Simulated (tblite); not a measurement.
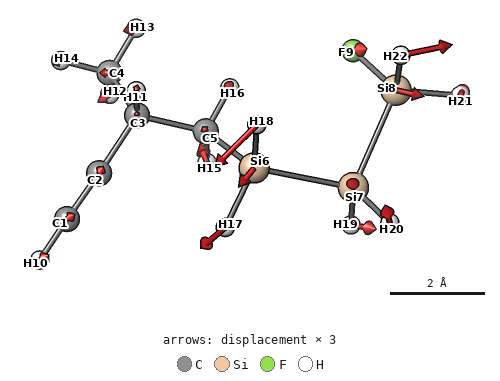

A relaxation of C₅H₁₃FSi₃. The starting structure is drawn; red arrows show the displacements, 3 times their true length. The two geometries are superimposed by the best rigid fit.

A ball-and-stick model, seen at a tilt.

Computed with tblite, GFN2-xTB geometry optimisation, gas phase. 

What did the optimiser do to the structure, and how much energy did it gain?

Answer. Over 89 geometry steps the energy falls by 6.20 kcal/mol. The atom that moves furthest after the best rigid fit is H18 (0.43 Å). By element the largest moves are H 0.43 Å, Si 0.21 Å, F 0.18 Å, C 0.09 Å. Some distances before and after: Si8–H21 1.496 → 1.461 Å, C2–C3 1.483 → 1.452 Å, Si6–Si7 2.297 → 2.324 Å, C4–H13 1.114 → 1.088 Å. Bond angles that change, for instance: Si6–Si7–Si8 104.5° → 116.4°, Si7–Si8–H21 110.6° → 119.8°, F9–Si8–H21 108.5° → 102.0°. The run took 0.89 s on 1 thread of Arm Neoverse V2, on a shared host.
